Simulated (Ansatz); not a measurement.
# CH4NSi+ (SMILES C=[Si+]N): one structure at several levels

The atoms stand at a structure displaced at random from a GFN2-xTB minimum. How far do the functionals agree with CCSD(T) there?

Program: Ansatz 0.2.0, Gaussian basis. Level of theory: single points in def2-TZVPP. These are calculated values, not measurements.

Cores are frozen in the correlated methods.

**1. The system as given**

7 atoms, charge 1, spin multiplicity 1.

Atoms are counted from 1 here; the program's logs count them from 0.

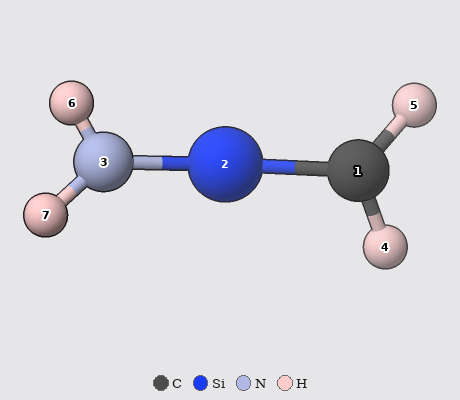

As it starts; carbon dark grey, silicon blue, nitrogen light blue, hydrogen pink; atoms are numbered from 1 in the order of the file.

Geometry (Å):

| atom | x (Å) | y (Å) | z (Å) |
| --- | --- | --- | --- |
| C1 | -1.14920 | 0.44170 | -1.08930 |
| Si2 | 0.00430 | -0.02370 | 0.16650 |
| N3 | 1.39490 | -0.31080 | 1.03990 |
| H4 | -1.59480 | -0.49970 | -1.58050 |
| H5 | -2.12700 | 1.21000 | -0.86950 |
| H6 | 1.62490 | 0.25560 | 1.68690 |
| H7 | 2.19190 | -1.04190 | 1.05730 |

**2. CCSD(T)/def2-TZVPP**

run/in.yaml reads:

```yaml
crystal:
  periodic: [false, false, false]
  atoms:
    - {symbol: C, position_ang: [-1.149200, 0.441700, -1.089300]}
    - {symbol: Si, position_ang: [0.004300, -0.023700, 0.166500]}
    - {symbol: N, position_ang: [1.394900, -0.310800, 1.039900]}
    - {symbol: H, position_ang: [-1.594800, -0.499700, -1.580500]}
    - {symbol: H, position_ang: [-2.127000, 1.210000, -0.869500]}
    - {symbol: H, position_ang: [1.624900, 0.255600, 1.686900]}
    - {symbol: H, position_ang: [2.191900, -1.041900, 1.057300]}
basis:
  gaussian: {orbitals: def2-TZVPP}
total_charge: 1
correlation: {method: ccsd_t}
output: {forces: true}
```

No record of the launch command was kept for these runs.

**3. PBE0-D4/def2-TZVPP**

Changes to run/in.yaml since step 2:

```diff
@@ -13,3 +13,3 @@
 total_charge: 1
-correlation: {method: ccsd_t}
-output: {forces: true}
+hamiltonian: {xc: pbe0, dispersion: d4}
+output: {forces: true, orbitals: {seedname: orbitals}}
```

**4. wB97M-V/def2-TZVPP**

Changes to run/in.yaml since step 3:

```diff
@@ -13,3 +13,3 @@
 total_charge: 1
-hamiltonian: {xc: pbe0, dispersion: d4}
-output: {forces: true, orbitals: {seedname: orbitals}}
+hamiltonian: {xc: {name: wB97M-V}}
+output: {forces: true}
```

**5. r2SCAN-D4/def2-TZVPP**

Changes to run/in.yaml since step 4:

```diff
@@ -13,3 +13,3 @@
 total_charge: 1
-hamiltonian: {xc: {name: wB97M-V}}
+hamiltonian: {xc: r2scan, dispersion: d4}
 output: {forces: true}
```

**6. PBE-D4/def2-TZVPP**

Changes to run/in.yaml since step 5:

```diff
@@ -13,3 +13,3 @@
 total_charge: 1
-hamiltonian: {xc: r2scan, dispersion: d4}
+hamiltonian: {xc: pbe, dispersion: d4}
 output: {forces: true}
```

**7. r2SCANh-D4/def2-TZVPP**

Changes to run/in.yaml since step 6:

```diff
@@ -13,3 +13,3 @@
 total_charge: 1
-hamiltonian: {xc: pbe, dispersion: d4}
+hamiltonian: {xc: {name: r2SCANh}, dispersion: d4}
 output: {forces: true}
```

**8. wB97X-V/def2-TZVPP**

Changes to run/in.yaml since step 7:

```diff
@@ -13,3 +13,3 @@
 total_charge: 1
-hamiltonian: {xc: {name: r2SCANh}, dispersion: d4}
+hamiltonian: {xc: {name: wB97X-V}}
 output: {forces: true}
```

(Steps that only read results are left out.)

Before running it: what results should come out? Wanted: energy less free atoms, CCSD(T)/def2-TZVPP; RMS force component; RMS force error; HOMO and LUMO, PBE0-D4; T1 diagnostic.

**Answer**, as computed:

```
                                  quantity                                                                                              value
energy less free atoms, CCSD(T)/def2-TZVPP                                                                                     -1384.1 kJ/mol
                       RMS force component                                                               2.869 to 2.926 eV/Å over the methods
                           RMS force error  PBE0-D4 0.171, wB97M-V 0.189, r2SCAN-D4 0.166, PBE-D4 0.203, r2SCANh-D4 0.177, wB97X-V 0.229 eV/Å
                    HOMO and LUMO, PBE0-D4                                                                                -12.49 and -8.60 eV
                             T1 diagnostic                                                                                              0.018
```

What this shows: Against CCSD(T) the functionals' energies less atoms differ by -146.6 to -49.6 kJ/mol, PBE-D4 by -146.6 kJ/mol. A larger basis would deepen the CCSD(T) value, while the functionals are nearly converged already, so the order here is not reliable. On forces the order runs from r2SCAN-D4 to wB97X-V. Frozen-core CCSD(T) forces in triple zeta carry basis errors of their own, and this is one geometry, so small gaps rank nothing. The restricted Hartree–Fock reference is unstable towards an unrestricted one at one or more of these structures.
